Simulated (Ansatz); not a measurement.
Input

```
crystal:
  periodic: [false, false, false]
  atoms:
    - { symbol: Al, position_ang: [0.1947, 0.6274, 1.6216] }
    - { symbol: C, position_ang: [-0.044, -0.6794, 0.1334] }
    - { symbol: C, position_ang: [-0.0254, -0.0456, -1.2728] }
    - { symbol: Cl, position_ang: [0.1993, -1.3164, -2.4962] }
    - { symbol: Cl, position_ang: [-1.46, 0.9069, -1.5997] }
    - { symbol: H, position_ang: [0.2976, 2.2375, 1.2533] }
    - { symbol: H, position_ang: [0.1647, 0.1967, 3.1372] }
    - { symbol: H, position_ang: [0.8425, -1.372, 0.2423] }
    - { symbol: H, position_ang: [-0.9885, -1.215, 0.3128] }
    - { symbol: H, position_ang: [0.9021, 0.6089, -1.3289] }
basis:
  gaussian: { orbitals: "6-31G" }
hamiltonian:
  xc: pbe
  dispersion: d4
relax:
  f_tol: 0.015
  max_steps: 40
output:
  orbitals: {}
```

Command:

```sh
ansatz run input.yaml --threads 1 --pin off --max-ram 2048MiB --backend cpu --events-out ev --progress --plain --runs-dir out
```

The fields are those of the relaxed geometry.

Computed with RKS PBE-D4/6-31G (Ansatz).

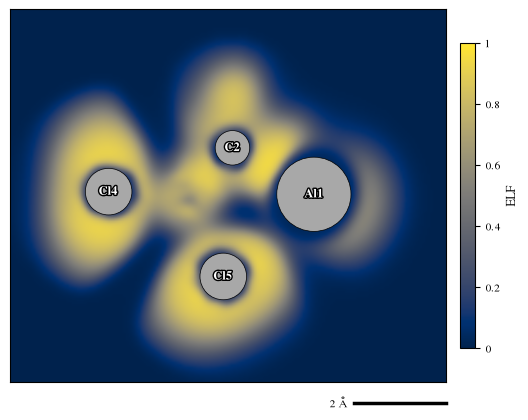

C2H5AlCl2. Electron localisation function on the plane of atoms C2, Al1 and Cl5. Grey discs cover the atomic cores.

Q: Interpret the plot.

A:
- The plane passes through Al, C and Cl nuclei.
- C–Al (2.05 Å): the ELF peaks at about 0.95 between the atoms: a shared but strongly polarised pair.
- Al–Cl (2.67 Å): the ELF peaks at about 0.85 in the valence shell of Cl, 0.8 Å from its nucleus, and is about 0.40 at the midpoint.
- The ELF also peaks beside Cl5 and Cl4, away from the bonds: lone-pair regions.
